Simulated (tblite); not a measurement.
## Geometry relaxation, with input and output: C4H11Si (part 3 of 3)

The same run, continued: C4H11Si, multiplicity 2, SMILES [CH2][Si](C)(C)C; GFN2-xTB geometry optimisation, gas phase (tblite 0.8.0). 

### Trajectory as extended XYZ, continued
```
16
Properties=species:S:1:pos:R:3:forces:R:3 step=32 energy=-429.68688
C    -0.0277   -1.2807   -1.3625    0.0050  -0.0010   0.0020
Si    0.0562   -0.0313    0.0015    0.0090  -0.0130  -0.0130
C    -0.0135    1.7391   -0.7069   -0.0050   0.0110  -0.0190
C    -1.4003   -0.2642    1.2117   -0.0150  -0.0170   0.0140
C     1.6954   -0.2305    0.9802    0.0100   0.0080   0.0090
H    -0.4379   -2.2667   -1.2260    0.0000   0.0240   0.0040
H     0.3588   -1.0946   -2.3498   -0.0110   0.0070   0.0200
H     0.1069    2.4885    0.0704    0.0060  -0.0220  -0.0090
H    -0.9675    1.9207   -1.1924    0.0090   0.0230  -0.0140
H     0.7666    1.9013   -1.4436    0.0070   0.0030  -0.0020
H    -2.3488   -0.1132    0.7057   -0.0170  -0.0120   0.0200
H    -1.4073   -1.2633    1.6351   -0.0030  -0.0130  -0.0040
H    -1.3527    0.4398    2.0375    0.0090   0.0000  -0.0120
H     1.7760   -1.2251    1.4078    0.0010   0.0170  -0.0050
H     2.5554   -0.0749    0.3362   -0.0120  -0.0050   0.0110
H     1.7525    0.4882    1.7923    0.0060  -0.0080  -0.0010
16
Properties=species:S:1:pos:R:3:forces:R:3 step=33 energy=-429.68703
C    -0.0294   -1.2798   -1.3627    0.0080  -0.0100  -0.0050
Si    0.0570   -0.0309    0.0015   -0.0200  -0.0130   0.0000
C    -0.0123    1.7393   -0.7079    0.0000  -0.0020  -0.0140
C    -1.4000   -0.2658    1.2126   -0.0060  -0.0120   0.0000
C     1.6952   -0.2295    0.9810   -0.0030   0.0090   0.0040
H    -0.4400   -2.2657   -1.2272   -0.0010   0.0270   0.0090
H     0.3564   -1.0941   -2.3504   -0.0100   0.0110   0.0210
H     0.1084    2.4893    0.0684    0.0060  -0.0150   0.0010
H    -0.9657    1.9210   -1.1938    0.0050   0.0240  -0.0200
H     0.7691    1.8997   -1.4433    0.0070   0.0070  -0.0110
H    -2.3488   -0.1151    0.7067   -0.0100  -0.0160   0.0230
H    -1.4053   -1.2656    1.6348   -0.0060  -0.0050  -0.0050
H    -1.3532    0.4380    2.0389    0.0120  -0.0060  -0.0150
H     1.7755   -1.2236    1.4091    0.0050   0.0080  -0.0020
H     2.5548   -0.0735    0.3372    0.0020  -0.0050   0.0060
H     1.7505    0.4895    1.7923    0.0100  -0.0010   0.0090
16
Properties=species:S:1:pos:R:3:forces:R:3 step=34 energy=-429.68721
C    -0.0306   -1.2790   -1.3627    0.0080  -0.0140  -0.0100
Si    0.0578   -0.0308    0.0015   -0.0450  -0.0060   0.0110
C    -0.0110    1.7393   -0.7092    0.0060  -0.0150  -0.0080
C    -1.3996   -0.2677    1.2135    0.0030  -0.0050  -0.0140
C     1.6952   -0.2283    0.9821   -0.0180   0.0080  -0.0040
H    -0.4431   -2.2642   -1.2284   -0.0030   0.0220   0.0140
H     0.3529   -1.0931   -2.3511   -0.0060   0.0150   0.0150
H     0.1101    2.4895    0.0663    0.0050  -0.0080   0.0110
H    -0.9638    1.9217   -1.1956    0.0030   0.0220  -0.0240
H     0.7717    1.8981   -1.4434    0.0060   0.0080  -0.0180
H    -2.3489   -0.1174    0.7082   -0.0050  -0.0190   0.0220
H    -1.4033   -1.2682    1.6343   -0.0070   0.0010  -0.0030
H    -1.3534    0.4360    2.0398    0.0140  -0.0120  -0.0140
H     1.7752   -1.2218    1.4107    0.0080  -0.0020   0.0020
H     2.5545   -0.0721    0.3387    0.0150  -0.0040   0.0020
H     1.7486    0.4912    1.7926    0.0150   0.0070   0.0180
16
Properties=species:S:1:pos:R:3:forces:R:3 step=35 energy=-429.68747
C    -0.0317   -1.2781   -1.3626    0.0050  -0.0140  -0.0120
Si    0.0582   -0.0308    0.0016   -0.0640   0.0060   0.0180
C    -0.0091    1.7391   -0.7115    0.0120  -0.0250   0.0000
C    -1.3991   -0.2709    1.2146    0.0110   0.0020  -0.0270
C     1.6948   -0.2263    0.9836   -0.0320   0.0060  -0.0110
H    -0.4478   -2.2617   -1.2300   -0.0060   0.0100   0.0190
H     0.3478   -1.0913   -2.3520    0.0020   0.0200   0.0040
H     0.1127    2.4896    0.0633    0.0040  -0.0010   0.0210
H    -0.9608    1.9236   -1.1991    0.0040   0.0170  -0.0280
H     0.7758    1.8960   -1.4438    0.0010   0.0060  -0.0230
H    -2.3495   -0.1212    0.7112   -0.0030  -0.0200   0.0160
H    -1.4006   -1.2721    1.6336   -0.0060   0.0060   0.0010
H    -1.3534    0.4328    2.0410    0.0170  -0.0160  -0.0080
H     1.7748   -1.2191    1.4129    0.0100  -0.0120   0.0060
H     2.5541   -0.0701    0.3408    0.0260   0.0000  -0.0030
H     1.7459    0.4937    1.7934    0.0200   0.0150   0.0260
16
Properties=species:S:1:pos:R:3:forces:R:3 step=36 energy=-429.68785
C    -0.0332   -1.2769   -1.3624   -0.0010  -0.0080  -0.0090
Si    0.0574   -0.0305    0.0019   -0.0660   0.0220   0.0180
C    -0.0062    1.7389   -0.7148    0.0150  -0.0250   0.0060
C    -1.3985   -0.2754    1.2161    0.0110   0.0080  -0.0330
C     1.6935   -0.2233    0.9854   -0.0390   0.0030  -0.0150
H    -0.4538   -2.2581   -1.2314   -0.0110  -0.0090   0.0230
H     0.3413   -1.0884   -2.3528    0.0120   0.0230  -0.0110
H     0.1169    2.4900    0.0590    0.0020   0.0020   0.0290
H    -0.9560    1.9272   -1.2048    0.0070   0.0070  -0.0270
H     0.7819    1.8930   -1.4446   -0.0050   0.0000  -0.0250
H    -2.3509   -0.1274    0.7163   -0.0050  -0.0190   0.0020
H    -1.3967   -1.2776    1.6327   -0.0030   0.0080   0.0070
H    -1.3534    0.4275    2.0429    0.0220  -0.0170   0.0020
H     1.7740   -1.2155    1.4156    0.0090  -0.0180   0.0100
H     2.5533   -0.0676    0.3434    0.0280   0.0050  -0.0040
H     1.7426    0.4972    1.7947    0.0230   0.0180   0.0270
16
Properties=species:S:1:pos:R:3:forces:R:3 step=37 energy=-429.68824
C    -0.0350   -1.2755   -1.3623   -0.0070   0.0030  -0.0010
Si    0.0549   -0.0297    0.0021   -0.0430   0.0310   0.0080
C    -0.0028    1.7388   -0.7182    0.0120  -0.0100   0.0070
C    -1.3981   -0.2801    1.2176    0.0010   0.0090  -0.0240
C     1.6911   -0.2201    0.9866   -0.0290  -0.0010  -0.0120
H    -0.4591   -2.2547   -1.2319   -0.0140  -0.0260   0.0220
H     0.3359   -1.0850   -2.3532    0.0180   0.0220  -0.0230
H     0.1215    2.4909    0.0547    0.0000  -0.0020   0.0300
H    -0.9502    1.9320   -1.2116    0.0120  -0.0040  -0.0200
H     0.7883    1.8896   -1.4458   -0.0110  -0.0070  -0.0210
H    -2.3529   -0.1347    0.7226   -0.0110  -0.0130  -0.0140
H    -1.3924   -1.2832    1.6318    0.0030   0.0050   0.0120
H    -1.3533    0.4212    2.0455    0.0260  -0.0140   0.0120
H     1.7726   -1.2120    1.4177    0.0050  -0.0160   0.0100
H     2.5520   -0.0651    0.3454    0.0170   0.0090  -0.0010
H     1.7396    0.5008    1.7961    0.0220   0.0130   0.0160
16
Properties=species:S:1:pos:R:3:forces:R:3 step=38 energy=-429.68852
C    -0.0367   -1.2743   -1.3623   -0.0090   0.0120   0.0070
Si    0.0516   -0.0284    0.0022   -0.0090   0.0270  -0.0040
C    -0.0003    1.7391   -0.7204    0.0060   0.0090   0.0030
C    -1.3981   -0.2831    1.2187   -0.0130   0.0040  -0.0060
C     1.6885   -0.2180    0.9869   -0.0090  -0.0030  -0.0020
H    -0.4616   -2.2530   -1.2312   -0.0120  -0.0300   0.0150
H     0.3339   -1.0826   -2.3531    0.0170   0.0150  -0.0240
H     0.1249    2.4920    0.0520   -0.0020  -0.0080   0.0230
H    -0.9455    1.9360   -1.2171    0.0140  -0.0100  -0.0120
H     0.7927    1.8869   -1.4469   -0.0110  -0.0110  -0.0130
H    -2.3549   -0.1403    0.7274   -0.0160  -0.0070  -0.0230
H    -1.3892   -1.2869    1.6315    0.0070   0.0020   0.0120
H    -1.3530    0.4162    2.0480    0.0250  -0.0080   0.0140
H     1.7711   -1.2100    1.4185   -0.0020  -0.0060   0.0050
H     2.5506   -0.0636    0.3462   -0.0010   0.0100   0.0040
H     1.7382    0.5031    1.7969    0.0150   0.0030   0.0010
16
Properties=species:S:1:pos:R:3:forces:R:3 step=39 energy=-429.68869
C    -0.0384   -1.2734   -1.3626   -0.0070   0.0130   0.0100
Si    0.0490   -0.0270    0.0020    0.0160   0.0140  -0.0080
C     0.0011    1.7397   -0.7214    0.0000   0.0190  -0.0010
C    -1.3986   -0.2845    1.2193   -0.0190   0.0000   0.0060
C     1.6866   -0.2171    0.9866    0.0060  -0.0030   0.0050
H    -0.4617   -2.2529   -1.2299   -0.0070  -0.0200   0.0060
H     0.3345   -1.0813   -2.3527    0.0100   0.0070  -0.0150
H     0.1267    2.4927    0.0511   -0.0020  -0.0110   0.0130
H    -0.9426    1.9383   -1.2202    0.0100  -0.0090  -0.0050
H     0.7947    1.8853   -1.4477   -0.0070  -0.0110  -0.0060
H    -2.3566   -0.1434    0.7298   -0.0160  -0.0020  -0.0210
H    -1.3874   -1.2884    1.6316    0.0080   0.0000   0.0080
H    -1.3526    0.4134    2.0499    0.0190  -0.0040   0.0090
H     1.7698   -1.2094    1.4183   -0.0060   0.0030   0.0010
H     2.5493   -0.0629    0.3460   -0.0130   0.0080   0.0060
H     1.7382    0.5039    1.7972    0.0080  -0.0050  -0.0090
16
Properties=species:S:1:pos:R:3:forces:R:3 step=40 energy=-429.68879
C    -0.0400   -1.2725   -1.3628   -0.0030   0.0080   0.0080
Si    0.0477   -0.0259    0.0018    0.0210   0.0000  -0.0050
C     0.0018    1.7403   -0.7217   -0.0020   0.0160  -0.0030
C    -1.3992   -0.2849    1.2196   -0.0150  -0.0020   0.0080
C     1.6856   -0.2168    0.9864    0.0110  -0.0010   0.0080
H    -0.4612   -2.2532   -1.2288   -0.0020  -0.0060  -0.0010
H     0.3356   -1.0807   -2.3524    0.0020   0.0000  -0.0040
H     0.1275    2.4929    0.0512   -0.0010  -0.0090   0.0060
H    -0.9411    1.9391   -1.2218    0.0050  -0.0050  -0.0020
H     0.7954    1.8843   -1.4483   -0.0020  -0.0060  -0.0010
H    -2.3577   -0.1448    0.7304   -0.0110   0.0010  -0.0120
H    -1.3863   -1.2890    1.6318    0.0060   0.0010   0.0040
H    -1.3519    0.4120    2.0510    0.0110  -0.0020   0.0030
H     1.7690   -1.2092    1.4180   -0.0080   0.0060  -0.0020
H     2.5483   -0.0625    0.3457   -0.0150   0.0050   0.0040
H     1.7385    0.5041    1.7971    0.0020  -0.0060  -0.0110
16
Properties=species:S:1:pos:R:3:forces:R:3 step=41 energy=-429.68883
C    -0.0411   -1.2720   -1.3630    0.0010   0.0020   0.0030
Si    0.0477   -0.0255    0.0017    0.0130  -0.0050   0.0010
C     0.0021    1.7407   -0.7219   -0.0020   0.0060  -0.0010
C    -1.3996   -0.2852    1.2197   -0.0060  -0.0010   0.0030
C     1.6854   -0.2166    0.9865    0.0060   0.0000   0.0050
H    -0.4614   -2.2533   -1.2285    0.0010   0.0030  -0.0040
H     0.3357   -1.0803   -2.3524   -0.0030  -0.0030   0.0030
H     0.1278    2.4927    0.0514   -0.0010  -0.0040   0.0030
H    -0.9405    1.9391   -1.2225    0.0010  -0.0020  -0.0020
H     0.7957    1.8837   -1.4486    0.0010  -0.0020   0.0000
H    -2.3581   -0.1454    0.7302   -0.0040   0.0010  -0.0040
H    -1.3857   -1.2894    1.6320    0.0030   0.0030   0.0010
H    -1.3512    0.4115    2.0514    0.0050  -0.0020  -0.0010
H     1.7687   -1.2090    1.4183   -0.0070   0.0040  -0.0020
H     2.5480   -0.0620    0.3460   -0.0100   0.0030   0.0000
H     1.7387    0.5042    1.7970    0.0010  -0.0030  -0.0060
16
Properties=species:S:1:pos:R:3:forces:R:3 step=42 energy=-429.68884
C    -0.0415   -1.2718   -1.3631    0.0020   0.0000   0.0010
Si    0.0481   -0.0256    0.0017    0.0030  -0.0040   0.0030
C     0.0023    1.7407   -0.7221    0.0000  -0.0010   0.0000
C    -1.3996   -0.2855    1.2197    0.0000   0.0000  -0.0020
C     1.6856   -0.2165    0.9869    0.0010   0.0000   0.0020
H    -0.4620   -2.2530   -1.2287    0.0020   0.0050  -0.0030
H     0.3351   -1.0800   -2.3526   -0.0030  -0.0030   0.0040
H     0.1279    2.4924    0.0515   -0.0010  -0.0020   0.0020
H    -0.9403    1.9389   -1.2228    0.0000  -0.0010  -0.0010
H     0.7960    1.8834   -1.4487    0.0010   0.0000   0.0000
H    -2.3582   -0.1456    0.7300    0.0000   0.0000   0.0000
H    -1.3854   -1.2896    1.6319    0.0020   0.0030   0.0000
H    -1.3508    0.4112    2.0514    0.0020  -0.0030  -0.0010
H     1.7686   -1.2087    1.4187   -0.0050   0.0000  -0.0010
H     2.5479   -0.0616    0.3464   -0.0040   0.0030  -0.0020
H     1.7385    0.5045    1.7971    0.0010   0.0000  -0.0010
```

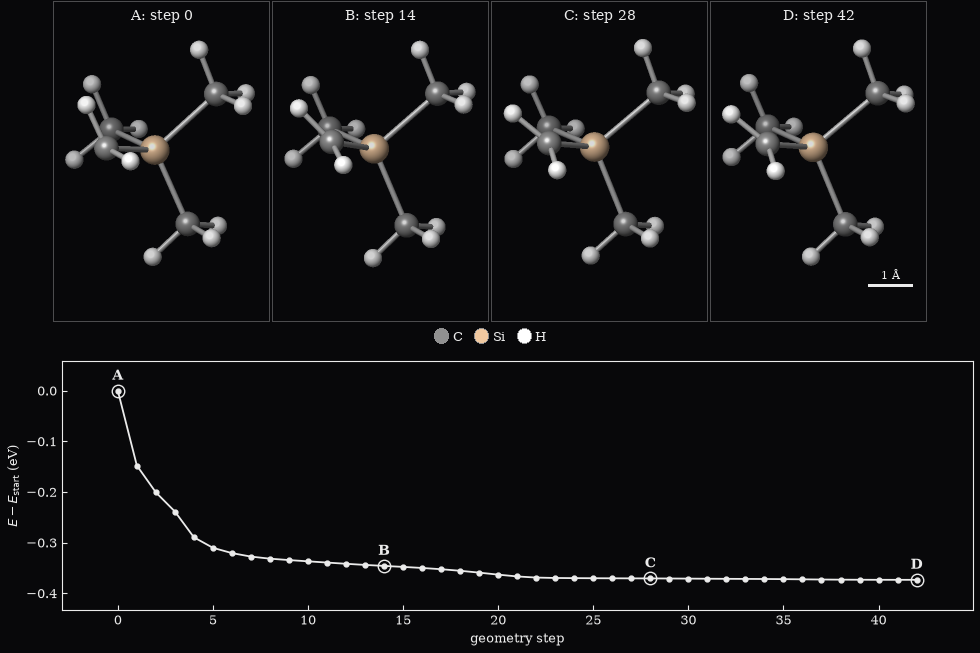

Frames of the relaxation (ball-and-stick view, seen at an oblique angle) above the curves, on which the letters mark them (steps are counted from 0).

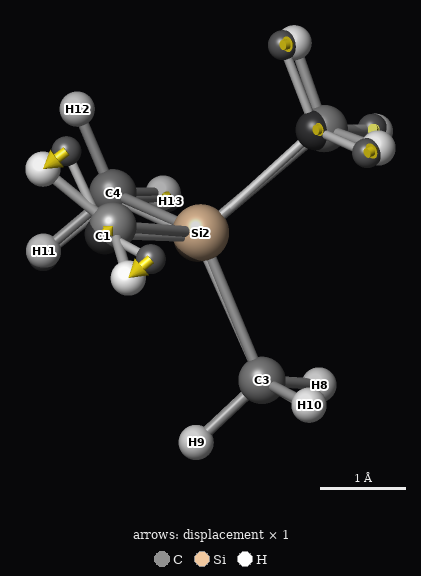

Start (faint) and end (solid) with the displacements as yellow arrows, at true length (ball-and-stick view, seen at an oblique angle). The two geometries are laid on each other by the best rigid fit. After 42 geometry steps the energy has fallen by 0.373 eV. Largest force component: 1.4 eV/Å at the start, 0.005 eV/Å at the end. The largest moves after the best rigid fit, 0.35 Å, are those of H6 and H7. Largest moves by element: H 0.35 Å, C 0.14 Å, Si 0.07 Å. Distances before and after: Si2–C3 1.859 → 1.909 Å, C4–H12 1.129 → 1.086 Å, C4–H13 1.122 → 1.086 Å, Si2–C4 1.879 → 1.910 Å. Among the angles that change: Si2–C1–H7 111.5° → 122.8°, Si2–C1–H6 112.1° → 122.8°, H6–C1–H7 109.7° → 114.5°. (Atoms are counted from 1 in the order of the input.)

This output came from the following input.

### Input
```
{"job": {"kind": "relax", "xc": "GFN2-xTB", "basis": "xTB"}, "charge": 0, "multiplicity": 2}
C     -0.166000    -1.238200    -1.419700
Si    -0.011300     0.009300    -0.024100
C     -0.027100     1.746000    -0.686300
C     -1.419100    -0.216600     1.199600
C      1.637000    -0.290000     0.890400
H     -0.160600    -2.270400    -1.051800
H      0.626800    -1.107700    -2.163900
H      0.103800     2.506800     0.116100
H     -0.999100     1.955400    -1.182200
H      0.743500     1.906500    -1.428100
H     -2.399600    -0.085400     0.725200
H     -1.416000    -1.251700     1.651000
H     -1.353500     0.490200     2.068100
H      1.706200    -1.308100     1.281600
H      2.479900    -0.136600     0.187900
H      1.767000     0.423500     1.733600
```

The first line tells a small driver script what to run in tblite; the rest is the geometry in Å.

Command:
```bash
OMP_NUM_THREADS=1 python <driver script> task.json out
```

### Results in brief

| quantity | value |
| --- | --- |
| outcome | converged |
| total energy | −429.6888 eV |
| hardware | 1 CPU thread, shared host |
| peak memory | 0.49 GiB |
